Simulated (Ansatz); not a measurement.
Si$_{2}$H$_{5}$O$_{3}$F: geometry relaxation (part 3 of 3)

Si$_{2}$H$_{5}$O$_{3}$F; RKS PBE0-D4/def2-TZVP (Ansatz 0.2.0). The geometry: PBE-D4/def2-SVP start.

Geometry of the input (Å):
```
O  0.2294  -0.6399  2.3962
Si -0.1876  -0.6985  0.7977
O  -1.8314  -0.6542  0.6695
F  0.3951  -2.0745  0.1423
O  0.4527  0.5570  -0.0511
Si 0.5130  1.1762  -1.6134
H  1.1816  -0.6086  2.5902
H  -2.3130  -1.2234  1.2947
H  1.3596  2.4132  -1.5667
H  -0.8685  1.5211  -2.0925
H  1.1346  0.1744  -2.5464
```

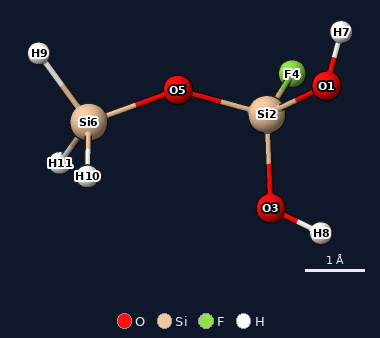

Fig. 1: The geometry at step 40 of the log (ball-and-stick view, seen at a tilt; atoms are numbered from 1 in the order of the input).

**Trajectory as extended XYZ, continued**
```
11
Properties=species:S:1:pos:R:3:forces:R:3 step=30 energy=-24690.96847
O     0.0216   -0.3279    2.3264    0.0319   0.0002   0.0167
Si   -0.0643   -0.7726    0.7683    0.0124  -0.0186   0.0066
O    -1.6207   -0.9319    0.3526    0.0109  -0.0061   0.0144
F     0.7185   -2.1463    0.6040   -0.0191   0.0252   0.0058
O     0.6191    0.2815   -0.2308    0.0019  -0.0017  -0.0033
Si    0.4618    1.1917   -1.5863   -0.0282   0.0192  -0.0328
H     0.8625   -0.3966    2.7813   -0.0414  -0.0030  -0.0348
H    -2.2139   -1.3600    0.9710    0.0049   0.0028  -0.0096
H     1.6826    2.0270   -1.7057   -0.0237  -0.0172  -0.0020
H    -0.7367    2.0655   -1.4814    0.0452  -0.0329  -0.0036
H     0.3349    0.3126   -2.7788    0.0054   0.0321   0.0425
11
Properties=species:S:1:pos:R:3:forces:R:3 step=31 energy=-24690.96862
O     0.0231   -0.3284    2.3265    0.0146   0.0049   0.0160
Si   -0.0648   -0.7718    0.7685    0.0132  -0.0134   0.0008
O    -1.6214   -0.9297    0.3542    0.0028  -0.0061   0.0106
F     0.7164   -2.1460    0.6029   -0.0128   0.0153   0.0037
O     0.6186    0.2823   -0.2305    0.0021  -0.0052   0.0007
Si    0.4617    1.1912   -1.5868   -0.0172   0.0180  -0.0184
H     0.8639   -0.3995    2.7804   -0.0222  -0.0036  -0.0224
H    -2.2142   -1.3592    0.9720    0.0045   0.0028  -0.0091
H     1.6796    2.0295   -1.7045   -0.0088  -0.0105  -0.0028
H    -0.7371    2.0624   -1.4842    0.0223  -0.0206  -0.0032
H     0.3397    0.3119   -2.7781    0.0016   0.0183   0.0241
11
Properties=species:S:1:pos:R:3:forces:R:3 step=32 energy=-24690.96885
O     0.0230   -0.3134    2.3245   -0.0034  -0.0010   0.0035
Si   -0.0592   -0.7687    0.7695    0.0262   0.0022  -0.0085
O    -1.6127   -0.9186    0.3425   -0.0064  -0.0015   0.0023
F     0.7121   -2.1503    0.6223   -0.0010   0.0093   0.0004
O     0.6380    0.2738   -0.2332   -0.0113  -0.0068  -0.0016
Si    0.4590    1.1891   -1.5837    0.0055  -0.0046   0.0064
H     0.8581   -0.4061    2.7843   -0.0019   0.0005  -0.0004
H    -2.2092   -1.3614    0.9468   -0.0070   0.0005  -0.0006
H     1.6743    2.0277   -1.7162   -0.0006   0.0006  -0.0018
H    -0.7389    2.0562   -1.4618    0.0007   0.0005   0.0032
H     0.3211    0.3146   -2.7746   -0.0009   0.0003  -0.0028
11
Properties=species:S:1:pos:R:3:forces:R:3 step=33 energy=-24690.96902
O     0.0118   -0.3059    2.3210   -0.0058  -0.0010  -0.0043
Si   -0.0550   -0.7719    0.7682    0.0138  -0.0043  -0.0014
O    -1.6049   -0.9327    0.3304    0.0016  -0.0028   0.0067
F     0.7251   -2.1501    0.6362   -0.0035   0.0119   0.0008
O     0.6444    0.2667   -0.2369   -0.0085  -0.0083  -0.0069
Si    0.4579    1.1890   -1.5817    0.0034   0.0126   0.0060
H     0.8437   -0.3896    2.7882    0.0010  -0.0005   0.0000
H    -2.2047   -1.3715    0.9345   -0.0016   0.0030  -0.0034
H     1.6843    2.0089   -1.7318   -0.0024  -0.0074  -0.0028
H    -0.7216    2.0781   -1.4333    0.0041  -0.0104  -0.0047
H     0.2847    0.3220   -2.7743   -0.0021   0.0072   0.0100
11
Properties=species:S:1:pos:R:3:forces:R:3 step=34 energy=-24690.96884 accepted=F
O    -0.0164   -0.2902    2.3125    0.0174  -0.0113  -0.0258
Si   -0.0450   -0.7799    0.7646   -0.0256  -0.0291   0.0303
O    -1.5858   -0.9690    0.3015    0.0400  -0.0033   0.0227
F     0.7590   -2.1477    0.6672   -0.0216   0.0352   0.0046
O     0.6577    0.2520   -0.2446    0.0039   0.0024  -0.0167
Si    0.4567    1.1924   -1.5749   -0.0345   0.0227  -0.0446
H     0.8078   -0.3494    2.7976   -0.0220  -0.0021  -0.0194
H    -2.1936   -1.3960    0.9063    0.0097   0.0064  -0.0078
H     1.7139    1.9588   -1.7717   -0.0503  -0.0265   0.0050
H    -0.6810    2.1295   -1.3699    0.0640  -0.0405  -0.0151
H     0.1923    0.3426   -2.7681    0.0189   0.0460   0.0668
11
Properties=species:S:1:pos:R:3:forces:R:3 step=35 energy=-24690.96922
O    -0.0026   -0.2980    2.3165    0.0060  -0.0031  -0.0057
Si   -0.0500   -0.7763    0.7663   -0.0014  -0.0133   0.0096
O    -1.5951   -0.9517    0.3160    0.0126  -0.0029   0.0085
F     0.7426   -2.1489    0.6522   -0.0087   0.0173   0.0017
O     0.6507    0.2589   -0.2411   -0.0042   0.0007  -0.0083
Si    0.4565    1.1912   -1.5778    0.0022   0.0066  -0.0148
H     0.8254   -0.3699    2.7928   -0.0093  -0.0007  -0.0074
H    -2.1990   -1.3835    0.9211    0.0010   0.0027  -0.0034
H     1.6987    1.9827   -1.7523   -0.0114  -0.0060   0.0033
H    -0.7007    2.1051   -1.4028    0.0142  -0.0123  -0.0008
H     0.2389    0.3333   -2.7703   -0.0009   0.0109   0.0174
11
Properties=species:S:1:pos:R:3:forces:R:3 step=36 energy=-24690.96919 accepted=F
O    -0.0196   -0.2856    2.3099    0.0181  -0.0079  -0.0126
Si   -0.0434   -0.7807    0.7639   -0.0126  -0.0169   0.0194
O    -1.5820   -0.9727    0.2972    0.0232  -0.0035   0.0119
F     0.7625   -2.1475    0.6741   -0.0145   0.0235   0.0025
O     0.6609    0.2483   -0.2473    0.0030  -0.0019  -0.0109
Si    0.4565    1.1919   -1.5748   -0.0321   0.0174  -0.0150
H     0.8027   -0.3473    2.7978   -0.0200  -0.0004  -0.0148
H    -2.1914   -1.3978    0.9016    0.0040   0.0031  -0.0033
H     1.7139    1.9546   -1.7746   -0.0273  -0.0224  -0.0072
H    -0.6734    2.1342   -1.3622    0.0356  -0.0237  -0.0093
H     0.1788    0.3454   -2.7651    0.0224   0.0326   0.0392
11
Properties=species:S:1:pos:R:3:forces:R:3 step=38 energy=-24690.96946
O    -0.0247   -0.2810    2.3071    0.0051  -0.0036  -0.0100
Si   -0.0419   -0.7825    0.7634   -0.0045  -0.0086   0.0097
O    -1.5780   -0.9809    0.2925    0.0099  -0.0022   0.0050
F     0.7682   -2.1469    0.6825   -0.0075   0.0130   0.0011
O     0.6632    0.2438   -0.2502    0.0005   0.0008  -0.0092
Si    0.4559    1.1929   -1.5733   -0.0191   0.0058  -0.0050
H     0.7953   -0.3421    2.7983   -0.0051   0.0001  -0.0028
H    -2.1891   -1.4020    0.8979    0.0021   0.0015  -0.0015
H     1.7167    1.9452   -1.7831   -0.0086  -0.0103  -0.0024
H    -0.6636    2.1429   -1.3520    0.0134  -0.0058   0.0016
H     0.1634    0.3535   -2.7627    0.0139   0.0092   0.0135
11
Properties=species:S:1:pos:R:3:forces:R:3 step=39 energy=-24690.96950
O    -0.0361   -0.2723    2.3020    0.0090  -0.0068  -0.0147
Si   -0.0383   -0.7858    0.7619   -0.0033  -0.0093   0.0135
O    -1.5698   -0.9971    0.2813    0.0118  -0.0017   0.0067
F     0.7815   -2.1454    0.6975   -0.0113   0.0175   0.0014
O     0.6680    0.2364   -0.2552   -0.0053  -0.0001  -0.0080
Si    0.4537    1.1944   -1.5710   -0.0044   0.0068  -0.0123
H     0.7801   -0.3273    2.8005   -0.0091   0.0004  -0.0054
H    -2.1840   -1.4126    0.8873    0.0029   0.0012  -0.0014
H     1.7253    1.9236   -1.7997   -0.0194  -0.0089  -0.0006
H    -0.6439    2.1650   -1.3247    0.0223  -0.0207  -0.0071
H     0.1289    0.3640   -2.7594    0.0068   0.0216   0.0279
11
Properties=species:S:1:pos:R:3:forces:R:3 step=40 energy=-24690.96954
O    -0.0348   -0.2734    2.3026    0.0068  -0.0056  -0.0129
Si   -0.0389   -0.7855    0.7621   -0.0026  -0.0090   0.0119
O    -1.5709   -0.9954    0.2828    0.0110  -0.0013   0.0059
F     0.7797   -2.1456    0.6957   -0.0100   0.0160   0.0012
O     0.6672    0.2373   -0.2545   -0.0031   0.0011  -0.0081
Si    0.4543    1.1945   -1.5710   -0.0061   0.0037  -0.0103
H     0.7818   -0.3290    2.8002   -0.0070   0.0003  -0.0041
H    -2.1845   -1.4117    0.8889    0.0019   0.0009  -0.0013
H     1.7244    1.9259   -1.7985   -0.0135  -0.0061   0.0020
H    -0.6461    2.1621   -1.3284    0.0170  -0.0124  -0.0026
H     0.1332    0.3638   -2.7594    0.0055   0.0125   0.0182
11
Properties=species:S:1:pos:R:3:forces:R:3 step=41 energy=-24690.96960
O    -0.0366   -0.2716    2.3011    0.0024  -0.0034  -0.0087
Si   -0.0387   -0.7862    0.7617    0.0010  -0.0064   0.0071
O    -1.5700   -0.9987    0.2815    0.0073  -0.0009   0.0041
F     0.7813   -2.1454    0.6983   -0.0070   0.0116   0.0008
O     0.6674    0.2356   -0.2559   -0.0011  -0.0026  -0.0059
Si    0.4545    1.1944   -1.5710   -0.0037   0.0061   0.0055
H     0.7793   -0.3258    2.7998   -0.0027   0.0002  -0.0013
H    -2.1834   -1.4143    0.8882    0.0000   0.0004  -0.0010
H     1.7249    1.9233   -1.8005    0.0001  -0.0040  -0.0011
H    -0.6409    2.1650   -1.3244    0.0009  -0.0018  -0.0007
H     0.1276    0.3666   -2.7584    0.0029   0.0007   0.0012
11
Properties=species:S:1:pos:R:3:forces:R:3 step=42 energy=-24690.96964
O    -0.0424   -0.2669    2.2979    0.0004  -0.0019  -0.0050
Si   -0.0372   -0.7880    0.7608    0.0034  -0.0044   0.0036
O    -1.5660   -1.0073    0.2762    0.0038  -0.0005   0.0031
F     0.7874   -2.1447    0.7062   -0.0048   0.0084   0.0005
O     0.6696    0.2314   -0.2588   -0.0011  -0.0021  -0.0035
Si    0.4543    1.1957   -1.5695   -0.0021  -0.0024   0.0036
H     0.7715   -0.3179    2.8003   -0.0008   0.0003   0.0002
H    -2.1805   -1.4203    0.8836   -0.0008   0.0001  -0.0011
H     1.7297    1.9121   -1.8090    0.0008   0.0018   0.0013
H    -0.6307    2.1747   -1.3115    0.0007   0.0041   0.0015
H     0.1097    0.3741   -2.7557    0.0005  -0.0032  -0.0042
11
Properties=species:S:1:pos:R:3:forces:R:3 step=43 energy=-24690.96968
O    -0.0549   -0.2564    2.2909    0.0013  -0.0019  -0.0023
Si   -0.0337   -0.7922    0.7589    0.0059  -0.0036   0.0018
O    -1.5572   -1.0265    0.2647    0.0012  -0.0001   0.0042
F     0.8008   -2.1433    0.7240   -0.0040   0.0074   0.0001
O     0.6745    0.2213   -0.2656   -0.0039  -0.0010  -0.0046
Si    0.4535    1.1973   -1.5667    0.0003  -0.0009  -0.0031
H     0.7545   -0.3000    2.8012   -0.0020   0.0006  -0.0007
H    -2.1744   -1.4335    0.8736   -0.0010   0.0000  -0.0020
H     1.7388    1.8893   -1.8263   -0.0054   0.0004   0.0022
H    -0.6066    2.1971   -1.2827    0.0065  -0.0032   0.0000
H     0.0704    0.3898   -2.7514    0.0012   0.0023   0.0045
11
Properties=species:S:1:pos:R:3:forces:R:3 step=44 energy=-24690.96969
O    -0.0601   -0.2516    2.2875    0.0006  -0.0017  -0.0008
Si   -0.0325   -0.7941    0.7579    0.0066  -0.0026   0.0003
O    -1.5539   -1.0349    0.2602    0.0008   0.0003   0.0047
F     0.8060   -2.1428    0.7316   -0.0032   0.0062   0.0000
O     0.6762    0.2165   -0.2691   -0.0040  -0.0023  -0.0033
Si    0.4533    1.1980   -1.5657    0.0012  -0.0008  -0.0015
H     0.7474   -0.2917    2.8010   -0.0018   0.0007  -0.0009
H    -2.1718   -1.4395    0.8699   -0.0014   0.0000  -0.0024
H     1.7423    1.8800   -1.8332   -0.0046   0.0008   0.0015
H    -0.5958    2.2060   -1.2702    0.0052  -0.0029  -0.0009
H     0.0543    0.3970   -2.7494    0.0006   0.0024   0.0033
11
Properties=species:S:1:pos:R:3:forces:R:3 step=46 energy=-24690.96971
O    -0.0652   -0.2452    2.2826   -0.0006  -0.0009  -0.0007
Si   -0.0314   -0.7972    0.7566   -0.0001   0.0001   0.0004
O    -1.5510   -1.0445    0.2564    0.0027   0.0005   0.0034
F     0.8104   -2.1437    0.7411   -0.0002   0.0012   0.0000
O     0.6780    0.2080   -0.2752   -0.0015  -0.0024  -0.0023
Si    0.4536    1.1984   -1.5646    0.0011   0.0011   0.0033
H     0.7406   -0.2798    2.7991    0.0001   0.0004  -0.0004
H    -2.1698   -1.4463    0.8670   -0.0011   0.0001  -0.0016
H     1.7453    1.8719   -1.8382    0.0030   0.0007  -0.0003
H    -0.5837    2.2138   -1.2552   -0.0025   0.0003  -0.0002
H     0.0386    0.4075   -2.7492   -0.0009  -0.0010  -0.0017
11
Properties=species:S:1:pos:R:3:forces:R:3 step=47 energy=-24690.96972
O    -0.0673   -0.2412    2.2794   -0.0009   0.0001   0.0001
Si   -0.0310   -0.7993    0.7557   -0.0039   0.0025   0.0001
O    -1.5498   -1.0494    0.2549    0.0023   0.0001   0.0012
F     0.8119   -2.1450    0.7466    0.0020  -0.0026   0.0000
O     0.6791    0.2018   -0.2796    0.0009  -0.0014  -0.0012
Si    0.4541    1.1985   -1.5639   -0.0027  -0.0008   0.0041
H     0.7379   -0.2721    2.7971    0.0013   0.0001   0.0001
H    -2.1692   -1.4494    0.8661   -0.0007   0.0001  -0.0005
H     1.7472    1.8686   -1.8390    0.0038   0.0011  -0.0008
H    -0.5788    2.2159   -1.2469   -0.0027   0.0033   0.0011
H     0.0315    0.4144   -2.7500    0.0007  -0.0025  -0.0042
11
Properties=species:S:1:pos:R:3:forces:R:3 step=48 energy=-24690.96973
O    -0.0674   -0.2381    2.2768   -0.0009   0.0018   0.0018
Si   -0.0312   -0.8013    0.7550   -0.0058   0.0046  -0.0004
O    -1.5502   -1.0520    0.2554   -0.0003  -0.0007  -0.0024
F     0.8111   -2.1473    0.7503    0.0038  -0.0064  -0.0002
O     0.6794    0.1954   -0.2840    0.0012  -0.0001  -0.0007
Si    0.4542    1.1983   -1.5634    0.0020  -0.0007   0.0028
H     0.7383   -0.2655    2.7939    0.0021  -0.0002   0.0008
H    -2.1700   -1.4504    0.8671    0.0000   0.0000   0.0011
H     1.7477    1.8690   -1.8360    0.0028   0.0010  -0.0004
H    -0.5779    2.2150   -1.2414   -0.0040   0.0030   0.0010
H     0.0315    0.4198   -2.7532   -0.0009  -0.0024  -0.0035
11
Properties=species:S:1:pos:R:3:forces:R:3 step=49 energy=-24690.96975
O    -0.0617   -0.2403    2.2782    0.0006   0.0025   0.0029
Si   -0.0326   -0.8012    0.7553   -0.0019   0.0036  -0.0004
O    -1.5540   -1.0454    0.2602   -0.0036  -0.0014  -0.0050
F     0.8048   -2.1502    0.7457    0.0023  -0.0049  -0.0003
O     0.6783    0.1948   -0.2842    0.0003   0.0012  -0.0010
Si    0.4544    1.1974   -1.5641    0.0038  -0.0003  -0.0024
H     0.7463   -0.2687    2.7915    0.0006  -0.0005   0.0004
H    -2.1736   -1.4439    0.8719    0.0011   0.0000   0.0023
H     1.7446    1.8797   -1.8256   -0.0038  -0.0009   0.0012
H    -0.5897    2.2044   -1.2497    0.0004  -0.0003   0.0001
H     0.0487    0.4162   -2.7586    0.0002   0.0010   0.0022
```

**Summary**

- outcome: converged
- total energy: −24690.9698 eV
- mean-field energy: −24690.7488 eV
- dispersion energy: −0.2210 eV
- SCF solution under orbital rotations: stable
- largest force (length of the vector) at the end: 0.006 eV/Å
- dipole moment: 1.29 D
- hardware: 4 threads of Arm Neoverse V1, 23 GiB of memory available, shared host
- wall time: 3.8 min (CPU time 15 min)
- peak memory: 0.68 GiB
